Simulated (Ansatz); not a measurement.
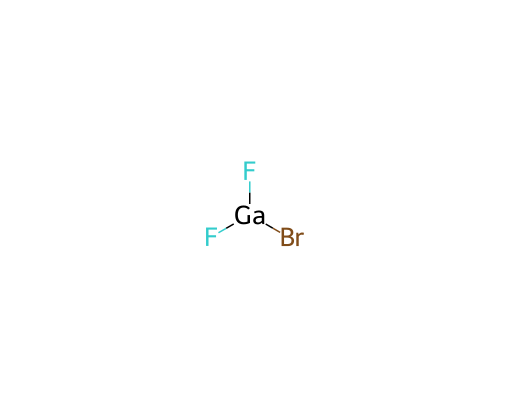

2D structure.

Write the SMILES.

Answer. [F][Ga]([F])[Br]

Give the formula, hydrogens included.

Answer. GaBrF2.

An optimisation with PBE0-D4/def2-TZVP gave a structure of which point group?

Answer. C2v.

More results for the same structure follow; atom numbers are the same in all pictures, views and colours differ. The geometry was computed by an optimisation with PBE0-D4/def2-TZVP.

Geometry

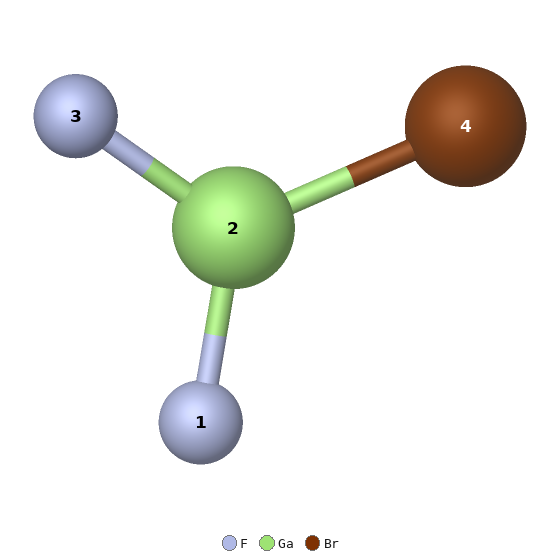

Numbered structure.

How are the neighbours of atom 2 arranged?

Answer. Ga2 has 3 neighbours (F1 at 1.73, F3 at 1.73, Br4 at 2.24 Å); the arrangement is trigonal planar.

Dipole moment

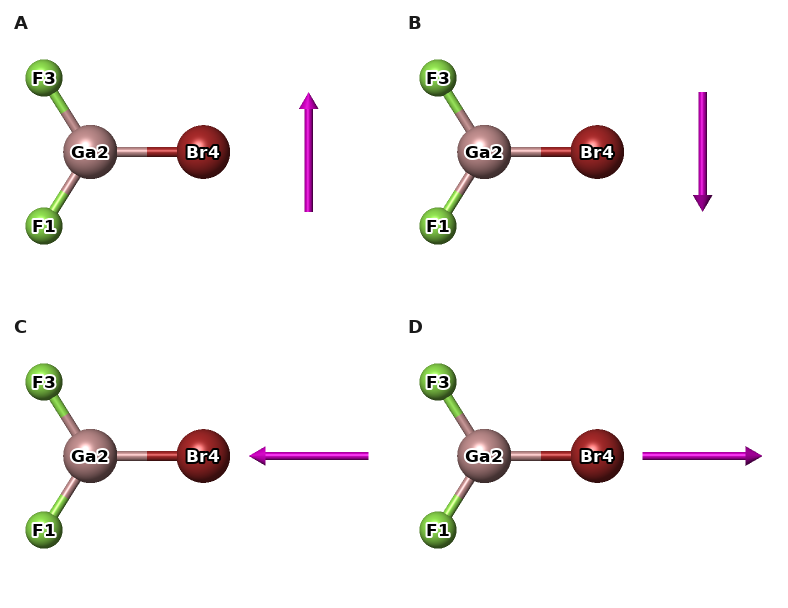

The same molecule four times, each with an arrow. Method: RKS PBE0-D4/def2-TZVP (Ansatz 0.2.0).

Which arrow points along the dipole moment, from the negative to the positive end?

Answer. D. The dipole moment is 1.39 D; it points from the side of F1, F3 to the side of Br4 (the outermost atoms at the two ends).

Charges

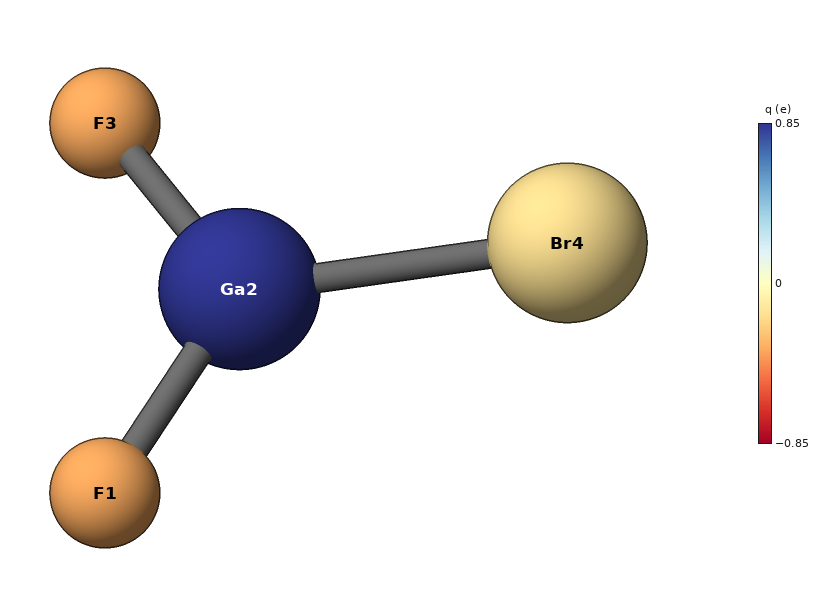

Atoms are coloured by their Mulliken charges. Level of theory: RKS ωB97M-V/def2-TZVPP (Ansatz 0.2.0).

Give the Mulliken charges atom by atom.

```
atom  value (e)
  F1      −0.34
 Ga2       0.84
  F3      −0.34
 Br4      −0.16
```

Thermal motion

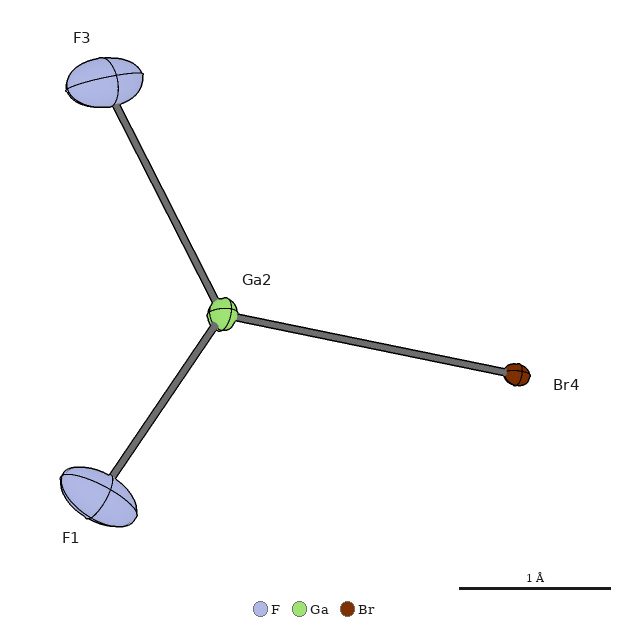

Displacement ellipsoids at the 50 % level, enlarged 3 times, from the internal vibrations of the free molecule (harmonic, no overall translation or rotation; no half-axis is drawn under 0.075 Å). Vibrations computed with RKS PBE0-D4/def2-TZVP (Ansatz 0.2.0). Temperature: 0 K (zero-point motion alone).

Which atom has the largest mean-square displacement?

Answer. F1, F3, with U_eq = 0.0022 Å².

Give the displacement parameters, one line for each set of equivalent atoms.

```
  atom  U_eq (Å²)   rms amplitudes (Å)
F1, F3     0.0022  0.035, 0.036, 0.063
   Ga2    0.00057  0.021, 0.024, 0.027
   Br4    0.00024  0.007, 0.016, 0.021
```

Mulliken values depend strongly on the basis set and can even reverse the polarity of a bond.
